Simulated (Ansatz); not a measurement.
The starting structures come from a database of crystals and need not be the phases stable at ambient conditions.

 Where the default PAW files enter, the runs use the earlier of Ansatz's two default sets.

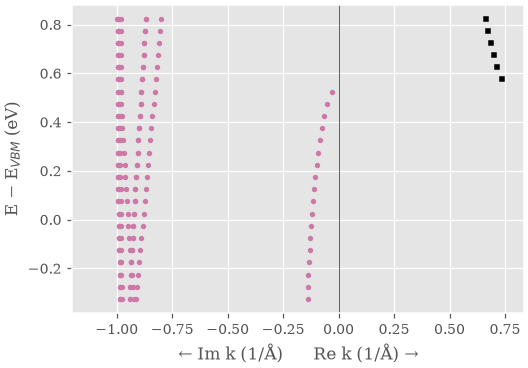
Complex bands at the centre of the two-dimensional zone; r2SCAN in Ansatz (a quantum-chemistry and plane-wave program)

The gap is the functional's own. No spin-orbit coupling. Mid-gap values are interpolated on the energy grid.

Q: This is RbAu (Pm-3m, CsCl type, not sure to be the ambient phase, 2 atoms a cell, 34.6 Å³ an atom) along the normal of (001). Read off the slowest decay at the centre of the two-dimensional zone at 0.28 eV, the computed energy nearest the middle of the gap.

A: κ ≈ 0.09 1/Å, a decay length 1/(2κ) of the density of 5.4 Å.
